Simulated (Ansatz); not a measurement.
The cell below is Hf in space group P6_3/mmc. Source of the atomic positions: coordinates from a relaxation with DFT, revPBE, plane waves (420 eV) with PAW, scalar-relativistic in Ansatz 0.2.0.

```cif
data_structure
_symmetry_space_group_name_H-M 'P 1'
_symmetry_Int_Tables_number 1
_cell_length_a 3.2253
_cell_length_b 3.2253
_cell_length_c 5.1057
_cell_angle_alpha 90.000
_cell_angle_beta 90.000
_cell_angle_gamma 120.000
_cell_volume 46.00
loop_
_atom_site_label
_atom_site_type_symbol
_atom_site_fract_x
_atom_site_fract_y
_atom_site_fract_z
_atom_site_occupancy
Hf1 Hf 0.33333 0.66667 0.25000 1
Hf2 Hf 0.66667 0.33333 0.75000 1
```

Hard-sphere model; covalent radii (Cordero): Hf 1.75 Å.

Find the largest hole by geometry, and further ones that a grid search gives (radius above 0.15 Å; smaller ones may be missed, and maxima closer than 0.25 Å are merged).

| hole | site | x, y, z | radius (Å) | nearest atoms | shape |
| --- | --- | --- | --- | --- | --- |
| V1 | 2a | 0.000, 0.000, 0.000 | 0.51 | 6 Hf | octahedral |
| V2 | 4f | 0.333, 0.667, 0.633 | 0.21 | 4 Hf | tetrahedral |

Nearest atoms are those whose sphere lies within 0.15 Å of the hole's sphere; in brackets, those within 0.5 Å. The largest sphere that fits anywhere has a diameter of 1.02 Å; the largest that can travel through the crystal, about 0.2 Å.

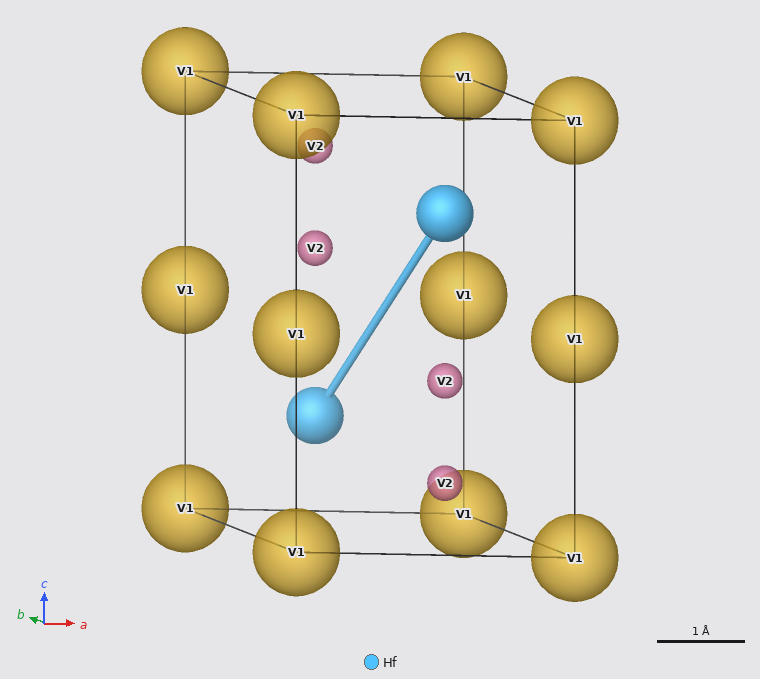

Translucent spheres (V1, V2) fill the 2 holes listed first by a grid search for holes with a radius above 0.15 Å (the largest is sure; smaller ones may be missed, and maxima closer than 0.25 Å are merged) at their true size; atoms are drawn smaller than their model radii. View slightly off an axis.
